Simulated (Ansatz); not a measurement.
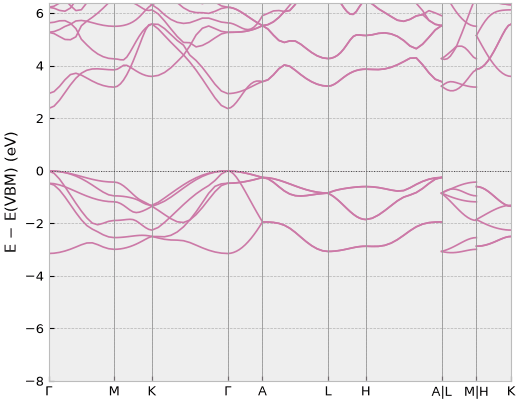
Fig. 1. Band structure from PBE (plane waves, PAW; program Ansatz)

**Question.** Read off the gap and where the band edges lie.

**Answer.** About 2.4 eV (2.37 eV by a search for the band edges); maximum at Γ, minimum at Γ.

The material is MgTe (wurtzite, P6_3mc).

Symmetry was held in the PBE relaxation; of distortions, only those at the zone centre were tested. Spin–orbit coupling is left out wherever it is not named.

Potentials: the later of the program's two PAW sets.
